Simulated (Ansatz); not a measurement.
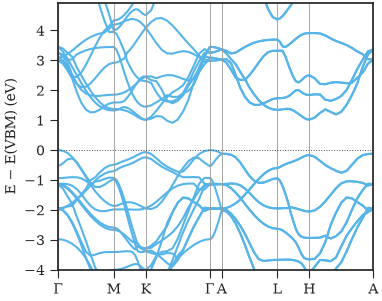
*Band structure from the program Ansatz at the r²SCAN+D4 level (PAW)*

Problem. Read off the gap and where the band edges lie.

Solution. About 0.9 eV (0.91 eV by a search for the band edges); maximum at Γ, minimum on the K–Γ line, 41 % of the way from K.

The material is Te₂Mo in space group P6_3/mmc (No. 194; Mo on 2c, Te on 4f).

The r²SCAN+D4 relaxation kept the symmetry of its start. No spin polarisation was allowed. Spin–orbit coupling is left out wherever it is not named.

Potentials: the later of the program's two PAW sets.
